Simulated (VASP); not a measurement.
# HfCu: structure and properties in VASP, part 4 of 4

Aim: relax HfCu, then compute properties on the relaxed cell. The cell is invented: it takes the structure of a Materials Project entry for FeRu (space group 187 there), with all of its atoms replaced by other elements, volume scaled by an estimate. It may not be a known or stable phase. Left out of this account: 1 further run (relaxation: a spoilt try).

VASP 6.6.1; revPBE; plane waves and PAW (Hf_pv, Cu); invented cell.

Still holding for the runs below: This run has no spin polarisation. Its electron count is odd, so without a moment it is a metal by construction. The k-mesh is coarse for a metal.

So far. Step 5 (Band structure (revPBE)): There is no gap at this level. Step 6 (Total and projected DOS (revPBE)): The finer mesh and the other smearing move the Fermi level by -0.01 eV from the 10×10×6 run, a small shift, which tests the Fermi level alone. Of the states within 0.3 eV of the Fermi level, the largest shares in the PAW spheres are Hf d 42 % and Cu d 8 %. The rest lies in smaller channels or between the spheres. The relaxed cell has a = 3.069, c = 4.423 Å (conventional setting).

### Step 7. Zone-centre phonons (revPBE)

Zone-centre modes test whether the atoms sit at a minimum within this cell. IBRION = 8 takes the force constants from linear response, which needs tightly converged orbitals.

The input, INCAR:

```
SYSTEM = HfCu
PREC = Accurate
ENCUT = 400
EDIFF = 1E-08
NELM = 100
ISMEAR = -1
SIGMA = 0.05
LREAL = .FALSE.
ALGO = Normal
GGA = RE
NBANDS = 16
LORBIT = 11
LWAVE = .FALSE.
LCHARG = .FALSE.
IBRION = 8
ISIF = 2
```

The input, POSCAR:

```
HfCu
1.0
    3.0693197814     -0.0000000190      0.0000000000
   -1.5346604235      2.6581089089      0.0000000000
    0.0000000000      0.0000000000      4.4231823103
Hf Cu
1 1
Direct
    0.6666666700      0.3333333300      0.0000000000
    0.0000000000      0.0000000000      0.5000000000
```

The input, KPOINTS:

```
Automatic mesh
0
Gamma
10 10 6
0 0 0
```

Potentials, in the order of the species: Hf_pv and Cu (PBE family, release 64).

The run is started by

```
> mpirun -np 1 vasp_std
```

What it wrote:

```text
[... set-up lines as in an earlier step ...]
 entering main loop
       N       E                     dE             d eps       ncg     rms          rms(c)
[... 13 cycles as in an earlier step ...]
DAV:  14    -0.126122490410E+02   -0.77273E-06   -0.25133E-06  2800   0.289E-02    0.123E-02
DAV:  15    -0.126122493814E+02   -0.34036E-06   -0.76868E-06  2376   0.640E-02    0.872E-03
DAV:  16    -0.126122486759E+02    0.70548E-06   -0.17299E-06  2248   0.321E-02    0.934E-04
DAV:  17    -0.126122486948E+02   -0.18914E-07   -0.47429E-08  2128   0.238E-03    0.579E-04
DAV:  18    -0.126122486938E+02    0.99681E-09   -0.10116E-08  1032   0.245E-03
   1 F= -.12612249E+02 E0= -.12604135E+02  d E =-.162274E-01
 Linear response reoptimize wavefunctions to high precision
DAV:   1    -0.126122486995E+02   -0.57062E-08   -0.11438E-09  1248   0.594E-04
DAV:   2    -0.126122486996E+02   -0.32287E-10   -0.50349E-10  1008   0.194E-04
 Linear response DOF=           4
 Linear response progress:
  Degree of freedom:   1/  4
       N       E                     dE             d eps       ncg     rms          rms(c)
RMM:   1    -0.194967937078E+00   -0.19497E+00    0.52152E+00  7062   0.131E+01
RMM:   2    -0.202497325865E+00   -0.75294E-02   -0.49704E-02 11101   0.187E+00    0.670E-01
RMM:   3    -0.201821880898E+00    0.67544E-03   -0.56264E-03 14274   0.419E-01    0.115E-01
RMM:   4    -0.201365835194E+00    0.45605E-03   -0.65154E-04 15264   0.140E-01    0.153E-01
RMM:   5    -0.200908252306E+00    0.45758E-03   -0.13487E-04 15549   0.645E-02    0.526E-02
RMM:   6    -0.200799376029E+00    0.10888E-03   -0.22677E-05 15683   0.223E-02    0.183E-02
RMM:   7    -0.200798960986E+00    0.41504E-06   -0.48570E-06 14710   0.759E-03    0.219E-02
RMM:   8    -0.200798675738E+00    0.28525E-06   -0.99124E-07 15161   0.288E-03    0.270E-02
RMM:   9    -0.200801138280E+00   -0.24625E-05   -0.44371E-07 13712   0.174E-03    0.157E-02
RMM:  10    -0.200804774890E+00   -0.36366E-05    0.49658E-08 15121   0.796E-04    0.760E-03
RMM:  11    -0.200805518331E+00   -0.74344E-06   -0.16765E-07 16396   0.351E-04    0.510E-03
RMM:  12    -0.200807171065E+00   -0.16527E-05   -0.14583E-07 13079   0.233E-04    0.104E-04
RMM:  13    -0.200807154290E+00    0.16775E-07   -0.13594E-07 15183   0.106E-04    0.338E-04
RMM:  14    -0.200807185427E+00   -0.31137E-07   -0.69101E-08 16211   0.569E-05    0.319E-04
RMM:  15    -0.200807418359E+00   -0.23293E-06   -0.61670E-08 13813   0.396E-05    0.367E-04
RMM:  16    -0.200807370556E+00    0.47802E-07   -0.43723E-08 15482   0.243E-05    0.929E-05
RMM:  17    -0.200807364702E+00    0.58544E-08   -0.26667E-08 16305   0.160E-05    0.420E-05
 first order change of Fermi-energy   0.67674E-05
 force on displaced ion       1 direction 1 :  -2.206  -0.000   0.000
 Linear response progress:
  Degree of freedom:   2/  4
       N       E                     dE             d eps       ncg     rms          rms(c)
RMM:   1    -0.243752793121E+00   -0.24375E+00    0.48663E+00  2653   0.134E+01
RMM:   2    -0.251248012208E+00   -0.74952E-02   -0.58702E-02  4033   0.196E+00    0.729E-01
RMM:   3    -0.251234228234E+00    0.13784E-04   -0.78961E-03  4701   0.483E-01    0.203E-01
RMM:   4    -0.251115355176E+00    0.11887E-03   -0.13504E-03  5079   0.181E-01    0.168E-01
RMM:   5    -0.250975248983E+00    0.14011E-03   -0.31534E-04  5013   0.710E-02    0.110E-01
RMM:   6    -0.250895275742E+00    0.79973E-04   -0.52526E-05  5137   0.312E-02    0.237E-02
RMM:   7    -0.250867842527E+00    0.27433E-04   -0.18493E-05  4324   0.201E-02    0.847E-03
RMM:   8    -0.250863349034E+00    0.44935E-05   -0.70003E-07  4247   0.119E-02    0.550E-03
RMM:   9    -0.250857961001E+00    0.53880E-05   -0.20601E-06  4963   0.497E-03    0.483E-03
RMM:  10    -0.250854783247E+00    0.31778E-05    0.19060E-06  5190   0.211E-03    0.229E-03
RMM:  11    -0.250854889311E+00   -0.10606E-06   -0.63365E-07  5398   0.780E-04    0.132E-03
RMM:  12    -0.250854644939E+00    0.24437E-06    0.64070E-07  5134   0.464E-04    0.539E-04
RMM:  13    -0.250854632418E+00    0.12521E-07   -0.57718E-07  5367   0.188E-04    0.101E-04
RMM:  14    -0.250854540409E+00    0.92008E-07   -0.18838E-06  5229   0.844E-05    0.115E-04
RMM:  15    -0.250854597373E+00   -0.56963E-07   -0.97223E-07  4851   0.482E-05    0.108E-04
RMM:  16    -0.250854607583E+00   -0.10211E-07   -0.42529E-07  5376   0.276E-05    0.236E-05
RMM:  17    -0.250854621687E+00   -0.14103E-07   -0.25419E-07  5342   0.176E-05    0.818E-07
RMM:  18    -0.250854627838E+00   -0.61516E-08   -0.20601E-07  4960   0.133E-05    0.312E-06
RMM:  19    -0.250854628272E+00   -0.43332E-09   -0.11242E-07  4742   0.110E-05    0.290E-06
RMM:  20    -0.250854629080E+00   -0.80816E-09   -0.92193E-08  4280   0.973E-06    0.301E-06
 first order change of Fermi-energy   0.33901E-03
 force on displaced ion       1 direction 3 :  -0.000  -0.000  -5.568
 Linear response progress:
  Degree of freedom:   3/  4
       N       E                     dE             d eps       ncg     rms          rms(c)
RMM:   1    -0.237418012163E+00   -0.23742E+00   -0.13556E-01 11547   0.457E+00
RMM:   2    -0.236043862462E+00    0.13741E-02   -0.50046E-03  9917   0.785E-01    0.186E-01
RMM:   3    -0.235738028294E+00    0.30583E-03   -0.69417E-04 10785   0.184E-01    0.113E-01
RMM:   4    -0.235642068821E+00    0.95959E-04   -0.45223E-04 11017   0.151E-01    0.152E-02
RMM:   5    -0.235681263421E+00   -0.39195E-04   -0.31585E-05 10905   0.377E-02    0.858E-03
RMM:   6    -0.235686804412E+00   -0.55410E-05   -0.24587E-06 11232   0.116E-02    0.278E-03
RMM:   7    -0.235683924734E+00    0.28797E-05   -0.36332E-07 10631   0.649E-03    0.150E-03
RMM:   8    -0.235674885858E+00    0.90389E-05   -0.10100E-07 12244   0.266E-03    0.375E-04
RMM:   9    -0.235672496903E+00    0.23890E-05   -0.11257E-08 12438   0.706E-04    0.230E-04
RMM:  10    -0.235671277251E+00    0.12197E-05   -0.10513E-09 12341   0.165E-04    0.612E-05
RMM:  11    -0.235671561871E+00   -0.28462E-06   -0.79585E-11 11960   0.134E-04    0.374E-05
RMM:  12    -0.235671589218E+00   -0.27346E-07   -0.65367E-11 12388   0.343E-05    0.844E-06
RMM:  13    -0.235671571644E+00    0.17574E-07   -0.19100E-10 12230   0.173E-05    0.948E-06
RMM:  14    -0.235671581854E+00   -0.10210E-07   -0.21258E-10 12317   0.612E-06    0.254E-06
RMM:  15    -0.235671578049E+00    0.38046E-08   -0.17336E-10 13109   0.400E-06    0.261E-06
 first order change of Fermi-energy   0.26364E-04
 force on displaced ion       2 direction 1 :  -2.298  -0.000   0.000
 Linear response progress:
  Degree of freedom:   4/  4
       N       E                     dE             d eps       ncg     rms          rms(c)
RMM:   1    -0.246857670784E+00   -0.24686E+00   -0.12937E-01  4492   0.588E+00
RMM:   2    -0.244977170828E+00    0.18805E-02   -0.26525E-03  3363   0.617E-01    0.308E-01
RMM:   3    -0.244983128042E+00   -0.59572E-05   -0.56079E-04  3737   0.171E-01    0.157E-01
RMM:   4    -0.245121964821E+00   -0.13884E-03   -0.21021E-04  3930   0.103E-01    0.226E-02
RMM:   5    -0.245166340737E+00   -0.44376E-04   -0.11287E-05  4059   0.269E-02    0.742E-03
RMM:   6    -0.245151216604E+00    0.15124E-04   -0.15520E-06  3520   0.167E-02    0.548E-03
RMM:   7    -0.245139332428E+00    0.11884E-04   -0.37201E-07  3481   0.110E-02    0.987E-04
RMM:   8    -0.245133325793E+00    0.60066E-05   -0.14092E-07  4200   0.223E-03    0.487E-04
RMM:   9    -0.245126683670E+00    0.66421E-05   -0.60536E-08  4218   0.669E-04    0.915E-05
RMM:  10    -0.245126580883E+00    0.10279E-06   -0.19507E-08  4209   0.198E-04    0.556E-05
RMM:  11    -0.245126117645E+00    0.46324E-06    0.23503E-09  4017   0.649E-05    0.112E-05
RMM:  12    -0.245126055094E+00    0.62551E-07   -0.22551E-10  4222   0.298E-05    0.498E-06
RMM:  13    -0.245126043447E+00    0.11647E-07   -0.32930E-10  4322   0.119E-05    0.167E-06
RMM:  14    -0.245126050348E+00   -0.69010E-08   -0.22915E-10  3985   0.545E-06    0.473E-07
 first order change of Fermi-energy  -0.31668E-03
 force on displaced ion       2 direction 3 :  -0.000   0.000  -5.555
 Linear response finished
```

Elapsed: 3.5 min, on 1 MPI rank of Intel Xeon Platinum 8488C (Sapphire Rapids), shared host; peak memory 0.34 GiB.

OUTCAR, selected parts (step 7):

```text
   NELECT =      21.0000    total number of electrons

  Total        0.0135895      0.0135895      0.0118885     -0.0000000     -0.0000000     -0.0000000
  in kB        0.6033438      0.6033438      0.5278237     -0.0000001     -0.0000000     -0.0000000
  external PRESSURE =       0.5781704 kB  Pullay stress =       0.0000000 kB

 POSITION                                       TOTAL-FORCE (eV/Angst)
 -----------------------------------------------------------------------------------
      1.53466      0.88604      0.00000         0.000000     -0.000000      0.000000
      0.00000      0.00000      2.21159        -0.000000      0.000000      0.000000
 -----------------------------------------------------------------------------------
    total drift:                               -0.000009      0.000002     -0.000000

 Eigenvectors and eigenvalues of the dynamical matrix
 ----------------------------------------------------

   1 f  =    5.383994 THz    33.828633 2PiTHz  179.590713 cm-1    22.266400 meV
             X         Y         Z           dx          dy          dz
      1.534660  0.886036  0.000000     0.000000   -0.000000   -0.512842
      0.000000  0.000000  2.211591    -0.000000    0.000000    0.858483

   2 f  =    3.443517 THz    21.636255 2PiTHz  114.863362 cm-1    14.241235 meV
             X         Y         Z           dx          dy          dz
      1.534660  0.886036  0.000000    -0.358071    0.355712    0.000000
      0.000000  0.000000  2.211591     0.612446   -0.608411    0.000000

   3 f  =    3.443516 THz    21.636251 2PiTHz  114.863338 cm-1    14.241232 meV
             X         Y         Z           dx          dy          dz
      1.534660  0.886036  0.000000    -0.355712   -0.358071   -0.000000
      0.000000  0.000000  2.211591     0.608411    0.612446   -0.000000

   4 f/i=    0.002809 THz     0.017647 2PiTHz    0.093687 cm-1     0.011616 meV
             X         Y         Z           dx          dy          dz
      1.534660  0.886036  0.000000     0.000000    0.000000   -0.858483
      0.000000  0.000000  2.211591     0.000000    0.000000   -0.512842

   5 f/i=    0.030681 THz     0.192773 2PiTHz    1.023398 cm-1     0.126885 meV
             X         Y         Z           dx          dy          dz
      1.534660  0.886036  0.000000     0.608408    0.612449    0.000000
      0.000000  0.000000  2.211591     0.355710    0.358072    0.000000

   6 f/i=    0.030681 THz     0.192773 2PiTHz    1.023399 cm-1     0.126885 meV
             X         Y         Z           dx          dy          dz
      1.534660  0.886036  0.000000     0.612449   -0.608408   -0.000000
      0.000000  0.000000  2.211591     0.358072   -0.355710   -0.000000

 ELASTIC MODULI CONTR FROM IONIC RELAXATION (kBar)
 Direction    XX          YY          ZZ          XY          YZ          ZX
 --------------------------------------------------------------------------------
 XX        -234.1751    234.1751     -0.0000      0.0000      0.0000     -0.0000
 YY         234.1751   -234.1751      0.0000      0.0000     -0.0000      0.0000
 ZZ          -0.0000      0.0000     -0.0000      0.0000      0.0000      0.0000
 XY           0.0000      0.0000      0.0000   -234.1751     -0.0000     -0.0000
 YZ           0.0000     -0.0000      0.0000     -0.0000     -0.0000      0.0000
 ZX          -0.0000      0.0000      0.0000     -0.0000      0.0000     -0.0000
 --------------------------------------------------------------------------------

[... 8 parts as in an earlier step ...]

[... 3 further parts left out ...]
```

Energies printed during the response cycles are not total energies of the cell.

Numbers from this step:

```yaml
bands: 16
irreducible_k_points: 56
pressure_of_the_cell: 0.05782 GPa
largest_force_of_the_cell: 0 eV/Å
fermi_energy: 5.486 eV
```

The modes at Γ (shares of kinetic energy by element, %):

| mode | frequency (cm⁻¹) | symmetry | Hf % | Cu % |
| --- | --- | --- | --- | --- |
| 1 | -1.0 | acoustic | 75 | 25 |
| 2 | -1.0 | acoustic | 75 | 25 |
| 3 | -0.1 | acoustic | 74 | 26 |
| 4 | 114.9 | E' | 25 | 75 |
| 5 | 114.9 | E' | 25 | 75 |
| 6 | 179.6 | A2'' | 26 | 74 |

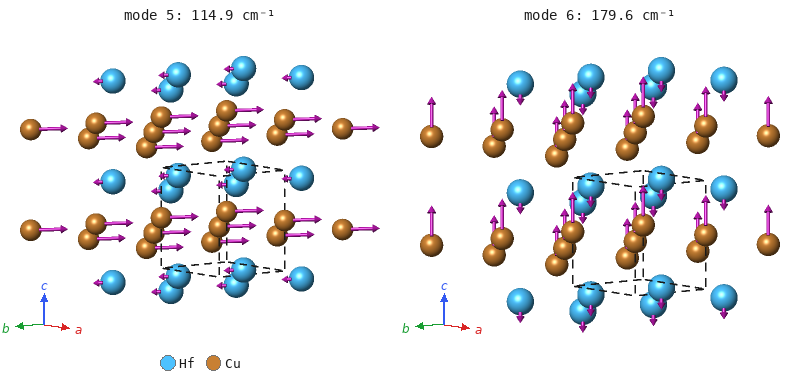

Displacement patterns of modes 5 and 6 at Γ; arrows are exaggerated. 2×3×2 cells are drawn. Some periodic images of atoms are drawn too.

The three acoustic modes lie within 1.0 cm⁻¹ of zero, and all others are real. By the characters of their eigenvectors the optical modes sort into (cm⁻¹) Raman active: E' 115; infrared active: E' 115, A2'' 180.

### Step 8. Outcome

```yaml
relaxed_volume: 18.04 Å³/atom
relaxed_conventional_cell_a_b_c: 3.069, 3.069, 4.423 Å; angles 90.0, 90.0, 120.0°
space_group_after_relaxing_within_0p02_a: P-6m2 (No. 187)
band_gap: none, a metal
dos_at_the_fermi_level: 2.18 states/eV/cell
highest_zone_centre_mode: 180 cm⁻¹
```

What this shows: With revPBE, HfCu relaxes to 18.04 Å³/atom in space group P-6m2 (held by the symmetry of the run) and comes out as a metal. Band structure (revPBE): Of the bands kept, 2 cross the Fermi level on this path. Zone-centre phonons (revPBE): The highest mode in this list at Γ, 179.6 cm⁻¹, is mostly motion of Cu (74 % of the kinetic energy). Spin-orbit coupling is left out, and with elements this heavy it would split and shift bands near the Fermi level. The k-sampling is coarse for a metal, so the Fermi level, pressures and the shape of the cell carry errors. With an odd electron count and no spin the cell is a metal by construction. Modes at Γ alone can't show that the crystal is stable at other wave vectors. No search among competing phases was made. All values are for a static lattice at zero temperature.

[Lines on the potential files, build, host, timing and source positions are cut from VASP's logs without a mark.]

[Logs are printed without paths, hosts, clocks, repeated set-up lines and the standing remarks that a program may print on its own settings, such as how far it seeks lower states.]

[Hosts, paths, dates, database ids (printed as entryN), source tags and the programs' standing remarks are cut or masked in the printed files.]

[A measured line is paired with the nearest computed mode of its activity, which favours agreement.]
